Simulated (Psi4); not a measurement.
# CH6BSb (SMILES C[BH][SbH2]) at TPSS/def2-SVPD (core potential)

Aim: the vertical electron affinity of CH6BSb at TPSS/def2-SVPD (core potential), from 2 runs. 

Program for the calculation: Psi4 1.11.

2 further runs of the same task are left out: 2 set aside as unsound or not needed.

**1. The system as given**

CH6BSb has 9 atoms, charge 0, and is taken as a singlet. SMILES: `C[BH][SbH2]`. The shape is that of a PBE0-D4/def2-TZVP optimisation. This is one conformer, not always the lowest.

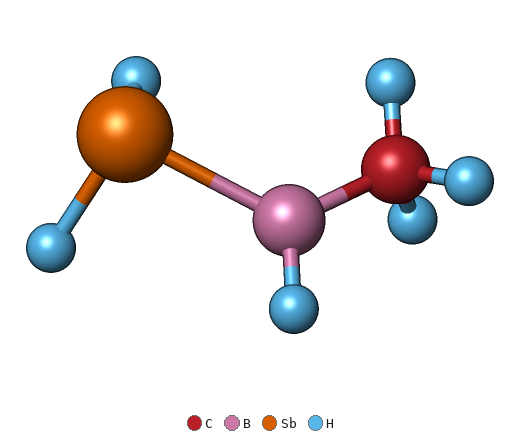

The structure, seen from a chosen angle (carbon red, boron pink, antimony orange, hydrogen blue).

**2. Energy and gradient at TPSS/def2-SVPD (core potential)**

ch6bsb.inp reads:

```
memory 1600 MB

molecule system {
  0 1
  C     -0.696500     0.976700    -0.600500
  B      0.386200    -0.132200    -0.547000
  Sb     1.415200    -0.767000     1.323700
  H     -1.637800     0.449300    -0.824500
  H     -0.551700     1.662600    -1.441500
  H     -0.856700     1.545300     0.316400
  H      0.752700    -0.653500    -1.562200
  H      1.258000    -2.435000     1.019200
  H      0.019000    -0.692400     2.299200
  symmetry c1
  no_reorient
  no_com
}

set basis def2-SVPD
set puream true
set e_convergence 1e-09
set d_convergence 1e-08
set scf_type pk
set dft_radial_points 99
set dft_spherical_points 590

e_tot, wfn = gradient("tpss", return_wfn=True)
oeprop(wfn, "MAYER_INDICES", "LOWDIN_CHARGES", "DIPOLE")
```

Command:

```sh
psi4 -i ch6bsb.inp -o ch6bsb.out -n 1
```

ch6bsb.out (excerpt; [...] marks lines left out):

```text
[...]
    !!!  WARNING: ECP capability is in beta. Please check occupations closely.  !!!
[...]
  Running in c1 symmetry.
[...]
  Nuclear repulsion =  109.436825042426392
[...]
  Multiplicity = 1
[...]
  Nalpha       = 20
  Nbeta        = 20
[...]
    Number of basis functions: 120
[...]
   @RKS iter   1:  -306.14502047641048   -1.12137e+00   7.69465e-03 ADIIS/DIIS
[...]
   @RKS iter  12:  -306.66358140028291   -1.64277e-11   5.35480e-09 DIIS
[...]
    Orbital Energies [Eh]
    ---------------------
    Doubly Occupied:
       1A     -9.992240     2A     -6.623025     3A     -5.518093
       4A     -3.779093     5A     -3.776884     6A     -3.772509
       7A     -1.198849     8A     -1.197628     9A     -1.193727
      10A     -1.192673    11A     -1.190822    12A     -0.654173
      13A     -0.530127    14A     -0.422505    15A     -0.376836
      16A     -0.373186    17A     -0.322907    18A     -0.296073
      19A     -0.269386    20A     -0.216476
[...]
  @RKS Final Energy:  -306.66358140028291
   => Energetics <=
    Nuclear Repulsion Energy =            109.4368250424263920
    One-Electron Energy =                -725.2589368302592447
    Two-Electron Energy =                 340.1375628706477414
    DFT Exchange-Correlation Energy =     -30.9790324830977468
    Empirical Dispersion Energy =           0.0000000000000000
    VV10 Nonlocal Energy =                  0.0000000000000000
    Total Energy =                       -306.6635814002829079
[...]
  -Total Gradient:
     Atom            X                  Y                   Z
    ------   -----------------  -----------------  -----------------
       1       -0.001754090671     0.000043202865    -0.000766026554
       2       -0.000884764833     0.002419005116    -0.000169831868
       3       -0.006357866686    -0.002202448853    -0.002649803567
       4        0.005823464581     0.003065743146     0.001497305436
       5       -0.000553295731    -0.004843098151     0.005658288432
       6        0.001632089582    -0.004123254862    -0.005817590913
       7       -0.001534474056     0.001829532024     0.003854263891
       8        0.000514586913     0.003768787319     0.000586027433
       9        0.003116535115     0.000043845929    -0.002191530639
[...]
 Multipole Moments:
 ------------------------------------------------------------------------------------
     Multipole            Electronic (a.u.)      Nuclear  (a.u.)        Total (a.u.)
 ------------------------------------------------------------------------------------
 L = 1.  Multiply by 2.5417464519 to convert [e a0] to [Debye]
 Dipole X            :        -55.5813530           55.3408186           -0.2405345
 Dipole Y            :         24.0148649          -23.7453536            0.2695113
 Dipole Z            :        -45.4167837           45.1903436           -0.2264401
 Magnitude           :                                                    0.4263429
[...]
```

It took 68 s on 1 thread of Intel Xeon 6975P-C (Granite Rapids), shared host; peak memory 0.76 GiB.

**3. The doublet anion, same level**

calc.in reads:

```
memory 1600 mb

molecule m {
  -1 2
  C
  B 1 r2
  Sb 2 r3 1 a3
  H 1 r4 2 a4 3 d4
  H 1 r5 4 a5 2 d5
  H 1 r6 5 a6 4 d6
  H 2 r7 1 a7 6 d7
  H 3 r8 2 a8 7 d8
  H 3 r9 8 a9 2 d9

  r2 = 1.550729
  r3 = 2.227404
  a3 = 123.73234
  r4 = 1.101986
  a4 = 105.13905
  d4 = -110.71084
  r5 = 1.094855
  a5 = 104.87177
  d5 = 118.78012
  r6 = 1.090723
  a6 = 109.7894
  d6 = -114.82386
  r7 = 1.198627
  a7 = 119.68702
  d7 = -168.78849
  r8 = 1.702838
  a8 = 94.95278
  d8 = -48.7612
  r9 = 1.704858
  a9 = 93.98972
  d9 = 95.52906
  symmetry c1
  no_reorient
  no_com
}

set basis def2-SVPD
set reference uks
set puream true
set e_convergence 1e-09
set d_convergence 1e-08
set scf_type pk
set dft_radial_points 99
set dft_spherical_points 590
set maxiter 100

energy_value = gradient('tpss')
```

Command:

```sh
psi4 calc.in calc.out -n 1
```

calc.out (excerpt; [...] marks lines left out):

```text
[...]
  Running in c1 symmetry.
[...]
  Nuclear repulsion =  109.436830664504583
[...]
  Multiplicity = 2
[...]
  Nalpha       = 21
  Nbeta        = 20
[...]
    Number of basis functions: 120
[...]
   @UKS iter   1:  -305.90089611685715   -8.61425e-01   8.83323e-03 DIIS/ADIIS
[...]
   @UKS iter  15:  -306.66188937829025   -2.03499e-11   8.07742e-09 DIIS
[...]
   @S^2 Observed:                7.559303895E-01
[...]
  @UKS Final Energy:  -306.66188937829025
   => Energetics <=
    Nuclear Repulsion Energy =            109.4368306645045834
    One-Electron Energy =                -733.1335998402704490
    Two-Electron Energy =                 348.2445807501844683
    DFT Exchange-Correlation Energy =     -31.2097009527088218
    Empirical Dispersion Energy =           0.0000000000000000
    VV10 Nonlocal Energy =                  0.0000000000000000
    Total Energy =                       -306.6618893782902546
[...]
 Multipole Moments:
 ------------------------------------------------------------------------------------
     Multipole            Electronic (a.u.)      Nuclear  (a.u.)        Total (a.u.)
 ------------------------------------------------------------------------------------
 L = 1.  Multiply by 2.5417464519 to convert [e a0] to [Debye]
 Dipole X            :         -3.3981572            3.3115284           -0.0866288
 Dipole Y            :        -29.6569090           28.4536778           -1.2032312
 Dipole Z            :         34.1591624          -33.5532477            0.6059147
 Magnitude           :                                                    1.3499639
[...]
  -Total Gradient:
     Atom            X                  Y                   Z
    ------   -----------------  -----------------  -----------------
       1       -0.007912912497    -0.003902287062     0.009737516800
       2        0.010025831890     0.003798222202    -0.021724536664
       3        0.016258037340    -0.002292442449    -0.000172437401
       4       -0.008579601692    -0.001625048186     0.010582910461
       5        0.008567181230    -0.003675448012     0.007121687183
       6        0.002602877624     0.007637680346     0.006094630223
       7       -0.000730639019    -0.008512784771    -0.007247509076
       8       -0.010382346509    -0.000665709411    -0.010353334942
       9       -0.009850371625     0.009237877915     0.005961717674
[...]
```

Wall time 2 min (1 thread of Intel Xeon 6975P-C (Granite Rapids), shared host); peak memory 0.77 GiB.

**4. Results**

At TPSS/def2-SVPD (core potential):

```
                                         quantity          value
                     singlet CH6BSb: total energy  -306.66358 Eh
                    singlet CH6BSb: dipole moment         1.08 D
                      singlet CH6BSb: HOMO energy       -5.89 eV
                      singlet CH6BSb: LUMO energy       -2.37 eV
                    singlet CH6BSb: HOMO–LUMO gap        3.52 eV
         singlet CH6BSb: largest force on an atom     0.384 eV/Å
                      doublet anion: total energy  -306.66189 Eh
doublet anion: HOMO energy (highest over α and β)        2.54 eV
 doublet anion: LUMO energy (lowest over α and β)        3.78 eV
                              doublet anion: ⟨S²⟩          0.756
          doublet anion: largest force on an atom     1.246 eV/Å
vertical electron affinity (to the doublet anion)      -0.046 eV
```

What this shows: The anion lies 0.05 eV (1.1 kcal/mol) above the neutral: the electron isn't bound at this level, and such a value depends on the basis. The largest force (singlet CH6BSb) is 0.38 eV/Å: the shape isn't a stationary point for this species at this level. The HOMO (doublet anion) lies at positive energy, 2.54 eV, as semi-local functionals often give for anions; only total energies tell whether the electron is bound.
